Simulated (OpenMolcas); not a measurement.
## Single-point calculation of BiCl3 (charge +1) (part 1 of 2)

System: BiCl3, charge +1, multiplicity 2.
Method: PBE0/def2-SVP, UKS (OpenMolcas 26.06).

The geometry is that of the parent species in another charge or spin state. The geometry comes from this level: PBE0-D4/def2-TZVP.

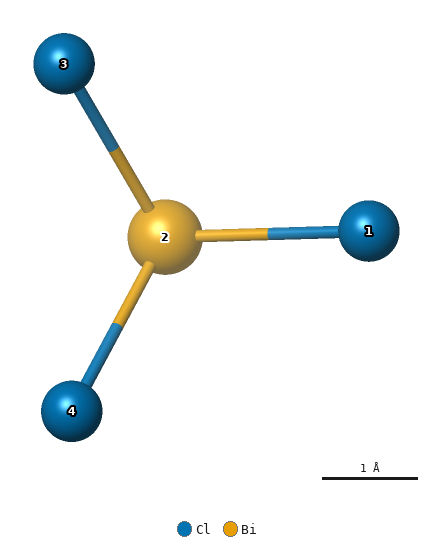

**Figure 1.** The input geometry (ball-and-stick view, seen on its broad side; atoms are numbered from 1 in the order of the input). Sticks mark near contacts. Bond lengths as drawn: Bi–Cl 2.42 Å.

### The input
```
&GATEWAY
  BasLib = $CurrDir
  Coord
  4
  angstrom
  Cl       1.048500       0.476400       1.795200
  Bi      -0.804600      -0.088800       0.338600
  Cl       0.199100      -2.002000      -0.760200
  Cl      -0.387500       1.554100      -1.393900
  Basis = def2-SVP
  Group = NoSym

&SEWARD
  GridInput
  Grid=UltraFine
  End of Grid

&SCF
  UHF
  Charge = 1
  Spin = 2
  KSDFT = PBE0
  Thresholds = 1e-10 1e-07 1e-07 1e-05
  PrOrbitals = 1 1
```

Launch command:
```bash
export MOLCAS_MEM=1860
pymolcas mol.inp > mol.log
```

### Log
```
--- Start Module: gateway ---

                                              &GATEWAY

                       available to each process: 1.9 GB of memory, 1 thread

 Basis Set     1 Label: CL.DEF2-SVP
 Basis set is read from library:.
 basistype.tbl is not found

 Basis Set     2 Label: BI.DEF2-SVP
 Basis set is read from library:.
 basistype.tbl is not found

 Basis Set     3 Label: CL.DEF2-SVP
 Basis set is read from library:.
 basistype.tbl is not found

++    Symmetry information:
      ---------------------

                    Character Table for C1

                             E
                    a        1  x, y, xy, Rz, z, xz, Ry, yz, Rx, I
--

++    Basis set information:
      ----------------------

      Basis set label: CL.DEF2-SVP.........

      Electronic valence basis set:
      ------------------
      Associated Effective Charge  17.000000 au
      Associated Actual Charge     17.000000 au
      Nuclear Model: Point charge

      Shell  nPrim  nBasis  Cartesian Spherical Contaminant
         s      10       4        X
         p       7       3        X
         d       1       1                 X

      Basis set label: BI.DEF2-SVP....ECP.....

      Electronic valence basis set:
      ------------------
      Associated Effective Charge  23.000000 au
      Associated Actual Charge     83.000000 au
      Nuclear Model: Point charge

      Shell  nPrim  nBasis  Cartesian Spherical Contaminant
         s      10       4        X
         p       7       4        X
         d       6       2                 X

      Pseudo Potential specification:
      =======================================

      Number of Core Electrons:  60

      Potential  nTerms
           H       2
         s-H       4
         p-H       6
         d-H       6

      Effective Core Potential specification:
      =======================================

      Basis set label: CL.DEF2-SVP.........

      Electronic valence basis set:
      ------------------
      Associated Effective Charge  17.000000 au
      Associated Actual Charge     17.000000 au
      Nuclear Model: Point charge

      Shell  nPrim  nBasis  Cartesian Spherical Contaminant
         s      10       4        X
         p       7       3        X
         d       1       1                 X
--

++    Molecular structure info:
      -------------------------

                    ************************************************
                    **** Cartesian Coordinates / bohr, angstrom ****
                    ************************************************

     Center  Label                x              y              z                     x              y              z
        1      CL1              1.981378       0.900266       3.392436              1.048500       0.476400       1.795200
        2      BI2             -1.520474      -0.167808       0.639861             -0.804600      -0.088800       0.338600
        3      CL3              0.376244      -3.783232      -1.436570              0.199100      -2.002000      -0.760200
        4      CL4             -0.732269       2.936823      -2.634089             -0.387500       1.554100      -1.393900

                    ***************************************
                    *    InterNuclear Distances / bohr    *
                    ***************************************

               1 CL1           2 BI2           3 CL3           4 CL4
    1 CL1      0.000000
    2 BI2      4.580438        0.000000
    3 CL3      6.915989        4.580436        0.000000
    4 CL4      6.915957        4.580257        6.915345        0.000000

                    *******************************************
                    *    InterNuclear Distances / angstrom    *
                    *******************************************

               1 CL1           2 BI2           3 CL3           4 CL4
    1 CL1      0.000000
    2 BI2      2.423863        0.000000
    3 CL3      3.659784        2.423862        0.000000
    4 CL4      3.659767        2.423768        3.659443        0.000000
--

            Nuclear Potential Energy            381.45822125 au

--- Stop Module: gateway /rc=_RC_ALL_IS_WELL_ ---

--- Start Module: seward ---

                                              &SEWARD

                       available to each process: 1.9 GB of memory, 1 thread

               SEWARD will generate:
                  Multipole Moment integrals up to order  2
                  Kinetic Energy integrals
                  Nuclear Attraction integrals (point charge)
                  One-Electron Hamiltonian integrals modified with ECP contributions
                  Velocity integrals
                  Pseudo Potential integrals
                  Orbital angular momentum around ( -0.8312  -0.1057   0.3505 )
                  Velocity quadrupole around ( -0.8312  -0.1057   0.3505 )
                  Two-Electron Repulsion integrals

                   Integrals are discarded if absolute value <: 1.00E-14
                   Integral cutoff threshold is set to       <: 1.00E-16

            Nuclear Potential Energy            381.45822125 au

      Basis set specifications :
      Symmetry species         a
      Basis functions           80

--- Stop Module: seward /rc=_RC_ALL_IS_WELL_ ---
--- Module seward spent 1 second ---

--- Start Module: scf ---

                                                &SCF

                       available to each process: 1.9 GB of memory, 1 thread

++    Input section:
      --------------

      Header of the integral files:

      Cartesian coordinates in angstrom:
      -----------------------------------------------------
      No.  Label        X            Y            Z
      -----------------------------------------------------
       1   CL1        1.04850000   0.47640000   1.79520000
       2   BI2       -0.80460000  -0.08880000   0.33860000
       3   CL3        0.19910000  -2.00200000  -0.76020000
       4   CL4       -0.38750000   1.55410000  -1.39390000
      -----------------------------------------------------
      Nuclear repulsion energy =  381.45822125
--

++    Orbital specifications:
      -----------------------

      Symmetry species               1
                                     a
      Frozen orbitals                0
      Start temperature = 0.500
      End temperature   = 0.010
      Temperature Factor= 0.460
      Deleted orbitals               0
      Total number of orbitals      80
      Number of basis functions     80
--

      Molecular charge                           1.000

      Numerical integration parameters
      --------------------------------
      Radial quadrature type:                         MHL
      Size of radial grid:                            99
      Lebedev angular grid:                           41
      Angular grid pruned with the crowding factor:  1.00E+10
                                 and fading factor:  1.00E+01
      Screening threshold for integral computation:   1.00E-11
      Radial quadrature accuracy:                     1.00E-25
      Maximum batch size:                             128
      AO values are stored on disk
      The same grid will be used for all iterations.

      DFT functional specifications
      -----------------------------
      Using Libxc version: 6.2.2
      Please cite the following reference:
      S. Lehtola, C. Steigemann, M. J.T. Oliveira, and M. A.L. Marques.,  SoftwareX 7, 1–5 (2018) doi:10.1016/j.softx.2017.11.002

      * PBEH (PBE0)

++    Optimization specifications:
      ----------------------------

      SCF Algorithm: Conventional USCF
      D(i)-D(i-1) density differences are used
      Number of density matrices in core                 5
      Maximum number of NDDO SCF iterations            400
      Maximum number of HF SCF iterations              400
      Threshold for SCF energy change             1.00E-10
      Threshold for density matrix                1.00E-07
      Threshold for Fock matrix                   1.00E-07
      Threshold for linear dependence             1.00E-09
      Threshold at which DIIS is turned on        1.50E-01
      Maximum depth in the DIIS procedure                5
      Maximum depth in the BFGS Hessian update          30
      Threshold at which QNR/C2DIIS is turned on  7.50E-02
      Threshold for Norm(delta) (QNR/C2DIIS)      1.00E-05
      All orbitals punched on: UHFORB
--

      Input vectors read from INPORB
      Orbital file label: *Guess orbitals

++ Convergence information
                               UHF PBE0       iterations: Energy and convergence statistics

Iter     Tot. PBE0       One-elec.       Two-elec.     Energy      Max Dij or  Max Fij      DNorm      TNorm      AccCon     Time
         Energy          Energy          Energy        Change      Delta Norm                                                in Sec.

 The total and one-electron energies are shifted by a value of      1000. a.u.

   1  -568.243702295 -2059.253389013  1109.551465464   0.00E+00    5.83E-01*   1.72E+01*    2.53E+01   2.65E+02   None         1.
   2  -590.693422842 -2100.242483212  1128.090839117  -2.24E+01*   1.88E-01*   1.33E-01*    1.80E+01   2.68E+02   EDIIS        1.
   3  -592.965101534 -2097.334730922  1122.911408135  -2.27E+00*   7.29E-01*   3.00E-01*    7.36E+00   2.67E+02   EDIIS        1.
   4  -591.413732543 -2099.524210729  1126.652256932   1.55E+00*   1.70E-01*   1.22E-01*    6.44E+00   2.68E+02   EDIIS        1.
   5  -594.008844961 -2100.973894025  1125.506827811  -2.60E+00*   1.77E-01*   5.32E-02*    2.70E+00   2.67E+02   EDIIS        1.
   6  -594.007199539 -2099.611328172  1124.145907379   1.65E-03*   1.25E-01*   3.59E-02*    1.51E+00   2.67E+02   EDIIS        1.
   7  -594.067424855 -2099.649299411  1124.123653303  -6.02E-02*   8.37E-02*   1.64E-02*    8.99E-01   2.67E+02   EDIIS        1.
   8  -594.071534884 -2100.236930280  1124.707174142  -4.11E-03*   9.37E-02*   1.92E-02*    4.49E-01   2.67E+02   EDIIS        1.

       Fermi aufbau procedure completed!
      nOcc(alpha)=   37
      nOcc(beta) =   36
```
